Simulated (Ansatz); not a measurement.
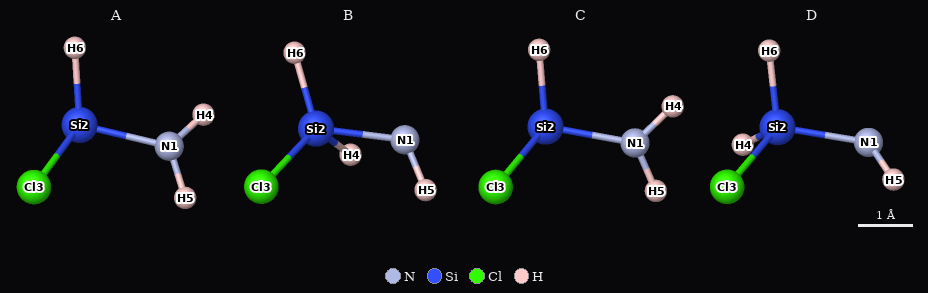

4 geometries from a converged minimum-energy path of SiNH$_{3}$Cl (multiplicity 2), shuffled. A ball-and-stick model, seen at a tilt.

Computed with UKS PBE0/def2-mTZVP (Ansatz 0.2.0). Settings: 5 movable images; climbing image; force threshold 0.03 eV/Å; iteration limit 60; starting path through a guess of the saddle point.

Q: Which of them lies highest in energy?

A: B. In order along the path, whose images run from 0 to 6: C (image 0, 0.0 kJ/mol), A (image 1, +0.4 kJ/mol), B (image 4, +222.1 kJ/mol), D (image 6, +94.8 kJ/mol). A hydrogen atom shifts from one atom to another. Breaking: N1–H4 (1.01 → 1.49 at the top → 2.58 Å). Forming: Si2–H4 (2.41 → 1.59 at the top → 1.48 Å).

Cost: 2.6 min on 2 threads of Arm Neoverse V1, on a shared host, peak memory 0.17 GiB.
